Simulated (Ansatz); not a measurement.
TiB₂ (AlB2 type, space group P6/mmm)

```
TiB2
1.0
    3.02469     0.00000     0.00000
   -1.51235     2.61946     0.00000
    0.00000     0.00000     3.22263
Ti B
1 2
Direct
  0.00000   0.00000   0.00000
  0.33333   0.66667   0.50000
  0.66667   0.33333   0.50000
```

Equation-of-state scan: isotropic scaling of the cell above, V₀ being its volume. Symmetry pins the atoms to their sites.

These are r2SCAN (plane waves to 500 eV, PAW, scalar-relativistic; Ansatz, a quantum-chemistry and plane-wave program) values and carry that method's errors. k mesh 18×18×14 (Γ-centred), Fermi-Dirac smearing 0.05 eV. Energies are smeared free energies. With the shape held, the modulus is that of even scaling; a crystal free to change shape is softer. TiB2 is run without spin polarisation. TiB2 was relaxed with its symmetry unable to fall. ΔE is measured from the relaxed starting cell.

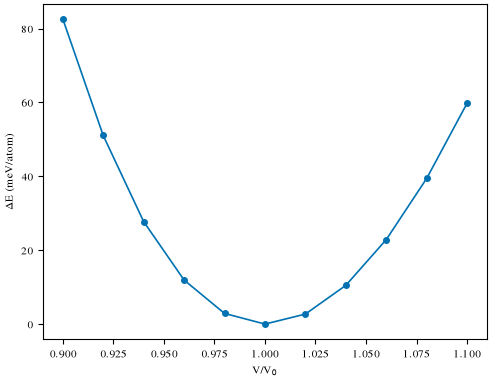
ΔE (meV/atom) against V/V₀; markers are the computed points, lines only join them.

Problem. What is ΔE at V/V₀ = 1.100?

Solution. About 60 meV/atom.

Problem. What is ΔE at V/V₀ = 0.900?

Solution. About 83 meV/atom.

Problem. What bulk modulus at fixed cell shape B₀ follows from a third-order Birch-Murnaghan fit?

Solution. About 260 GPa.

(Under strain, the slope of the energy per volume gives the stress and its curvature an elastic modulus.)
